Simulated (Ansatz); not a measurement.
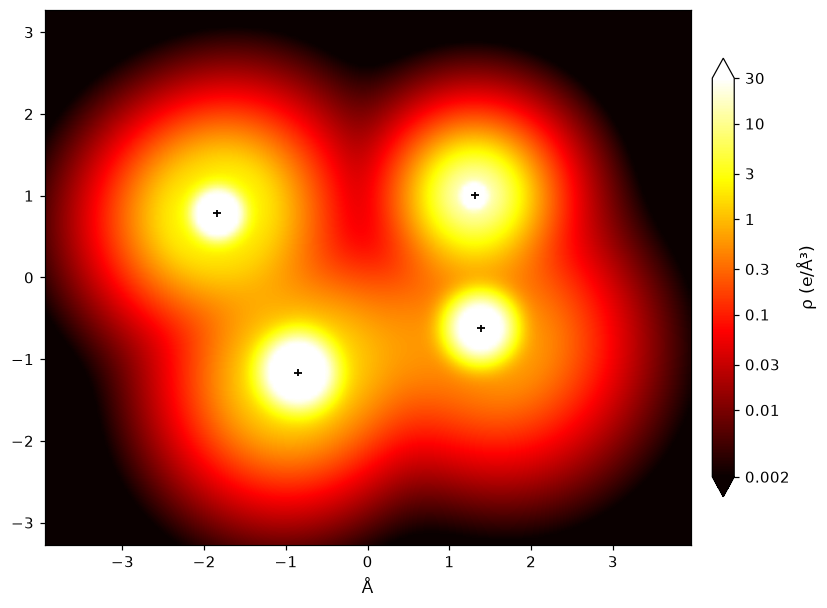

The electron density on a plane through atoms (crosses mark nuclei in the plane).

All numbers below come from Ansatz, isolated molecule in a Gaussian basis; Kohn-Sham density functional theory, functional PBE0.

Candidates:
A. ClFSeSi (SMILES F[Si]#[Se]Cl)
B. FSbSi (SMILES F[Si]#[Sb])
C. CBClF2 (SMILES F[B-](F)=[C+]Cl)

Which candidate gave the map?

Answer. Candidate A: ClFSeSi on the molecular plane, which holds Cl, F, Se and Si. Si–F (1.63 Å): ρ at the midpoint is about 1.1 e/Å³. Se–Cl (2.18 Å): ρ is about 0.81 e/Å³ halfway.
